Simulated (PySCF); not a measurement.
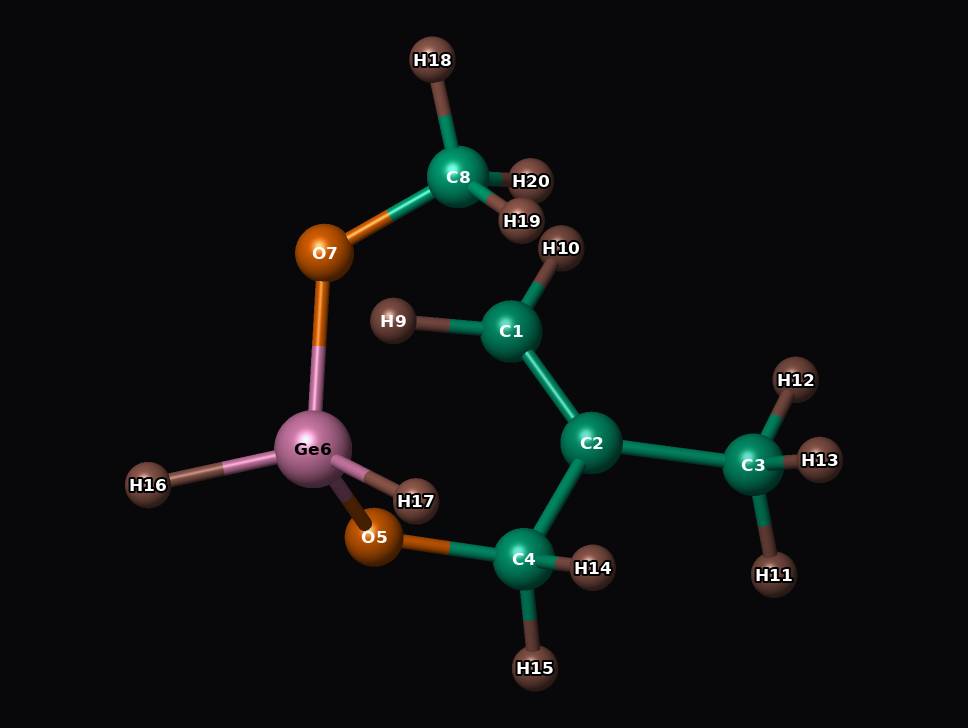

The geometry was computed by an optimisation with PBE0-D3(BJ)/def2-SVP. No frequency run is at hand to confirm it as a minimum. Method: delta-SCF UKS SCAN, pcX-2 on the ionised atom, pcseg-1 elsewhere, spin-free X2C (PySCF 2.14.0).

Give the core-electron binding energies (to vacuum) of C1 1s, C2 1s, C3 1s, C4 1s, O5 1s, O7 1s, C8 1s.

```
atom  level  binding energy (eV)
  C1     1s                289.6
  C2     1s                290.4
  C3     1s                290.8
  C4     1s                292.1
  O5     1s                537.5
  O7     1s                537.5
  C8     1s                292.0
```
